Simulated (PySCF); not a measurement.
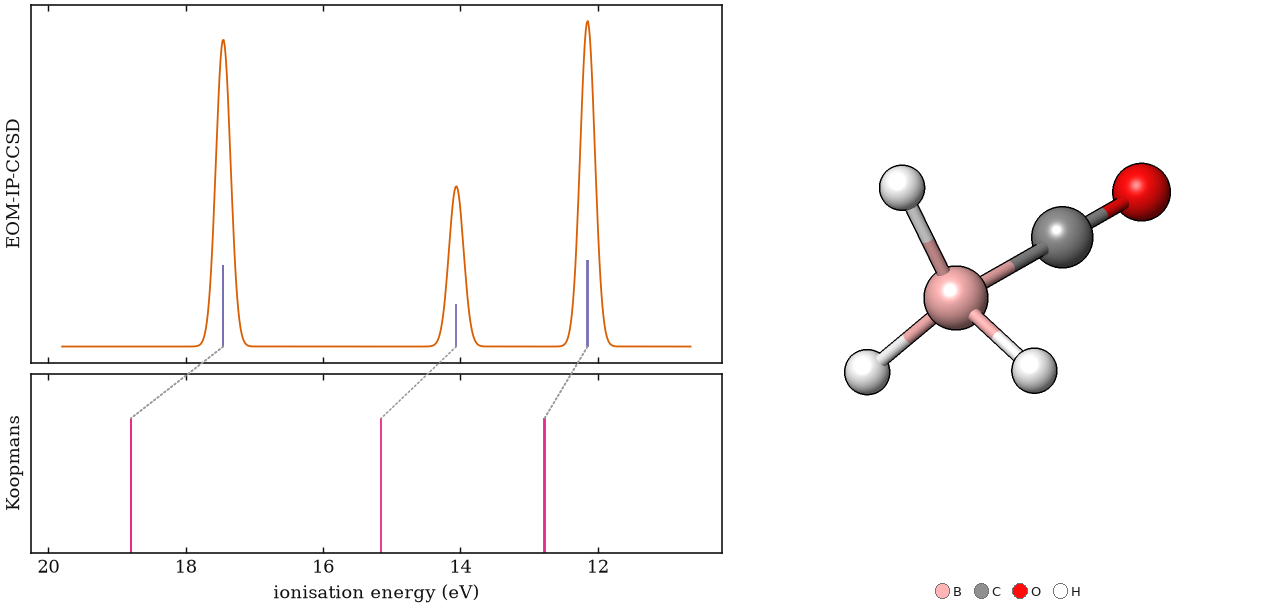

Valence photoelectron lines of CH₃BO, SMILES [BH3-]C#[O+]: vertical EOM-IP-CCSD/aug-cc-pVDZ (frozen core, PySCF 2.14.0, at a PBE0-D3(BJ)/def2-SVP geometry (no frequency check); 5 lines, one for each of the 5 highest orbitals, so a line of a deeper orbital can be missing among them) above, Hartree-Fock orbital energies with the sign turned below, non-relativistic; dotted lines join each line to its leading orbital. Stick heights are one-hole weights (summed over degenerate lines), not cross-sections; Gaussian width 0.25 eV.

Q: What is the first vertical ionisation energy, and how far is Koopmans' value off?

A: 12.15 eV from the HOMO (with HOMO−1 within 0.05 eV); Koopmans gives 12.78 eV, 0.63 eV too high.

Q: List the lines.

A:
```
  hole  EOM-IP-CCSD (eV)  Koopmans (eV)  one-hole weight
  HOMO             12.15          12.78             0.95
HOMO-1             12.15          12.78             0.95
HOMO-2             14.06          15.16             0.94
HOMO-4             17.45          18.80             0.90
HOMO-3             17.45          18.80             0.90
```

Known limits of this run: small basis, so the lines can lie some tenths of an eV too low.
